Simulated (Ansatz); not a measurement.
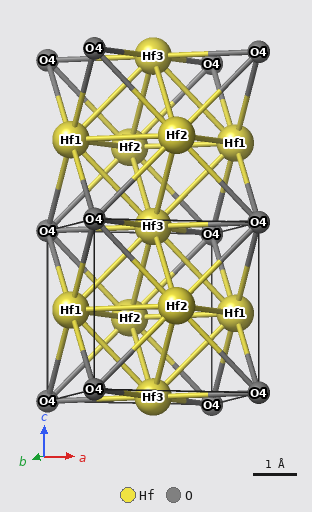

This is the input geometry for a relaxation of a crystal of Hf₃O (built on the Cu3Au (L1_2)_221 type) (coarse preliminary run). Style: ball-and-stick. Shown: the cell of the calculation, repeated 1 × 1 × 2 with one cell outlined, from a free direction.

Case: Cu3Au (L1_2) type (Pm-3m, No. 221).

Theory: DFT PBE, scalar-relativistic, plane waves, PAW in Ansatz 0.2.0.

Input file:
```yaml
crystal:
  lattice:
    - [4.0153381481, 0.0, 0.0]
    - [0.0, 4.0153381481, 0.0]
    - [0.0, 0.0, 4.0153381481]
  atoms:
    - { symbol: Hf, position: [0.0, 0.5, 0.5] }
    - { symbol: Hf, position: [0.5, 0.0, 0.5] }
    - { symbol: Hf, position: [0.5, 0.5, 0.0] }
    - { symbol: O, position: [0.0, 0.0, 0.0] }
basis:
  ecutwfc: 420
kpoints:
  mp_grid: { grid: [4, 4, 4] }
hamiltonian:
  xc: pbe
scf:
  occupations: { method: gaussian, width: 0.1 }
  lower_state_search: "off"
output:
  forces: true
  stress: true
  eigenvalues: true
relax:
  adjacent_minimum: "off"
  f_tol: 0.04
  max_steps: 70
  cell: { stress_tol: 0.4 }
```

Run as
```bash
ansatz run input.yaml --threads 1 --pin off --max-ram 2560MiB --backend cpu --events-out ev --progress --plain --runs-dir out
```

**Where does the relaxation end?**

The atoms keep their places relative to the cell (all moves are under 0.005 Å). Cell: a = b = c 4.015 → 4.211 Å (+4.9 %). Volume +15.3 %. Near-neighbour distances that change, for instance: Hf1–Hf2 2.839 → 2.978 Å, Hf1–O4 2.839 → 2.978 Å. The space group stays Pm-3m (No. 221). The energy falls by 127 meV per atom in 1 accepted move (2 points after the start). All forces vanish by symmetry, so only the cell relaxes. The pressure goes from 18.07 to 0.10 GPa. At 1 point the geometry stayed and the basis and grid were re-selected for the new cell (energy shift of 6.7 meV per atom at most each time).

History of the run:

```json
{"step": "0", "E − E(0), meV/atom": "0.00", "pressure, GPa": "18.07", "volume, Å³/atom": "16.185", "note": ""}
{"step": "1", "E − E(0), meV/atom": "-120.40", "pressure, GPa": "-0.34", "volume, Å³/atom": "18.669", "note": ""}
{"step": "2", "E − E(0), meV/atom": "-127.05", "pressure, GPa": "0.10", "volume, Å³/atom": "18.669", "note": "same geometry, new basis"}
```

The structure at the end:

```
CELL_PARAMETERS angstrom
4.21109 0.00000 0.00000
0.00000 4.21109 0.00000
0.00000 0.00000 4.21109
ATOMIC_POSITIONS crystal
Hf 0.00000 0.50000 0.50000
Hf 0.50000 0.00000 0.50000
Hf 0.50000 0.50000 0.00000
O 0.00000 0.00000 0.00000
```

After the run, drawn alike:

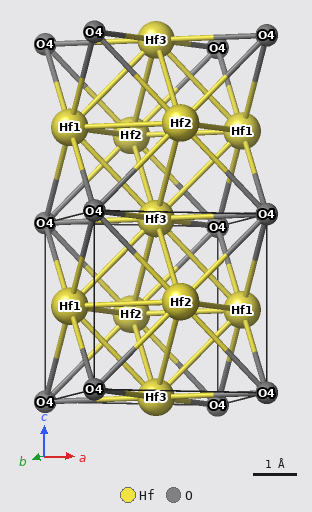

Limits of the set-up: the k-point mesh is coarse for a cell with partly filled bands.
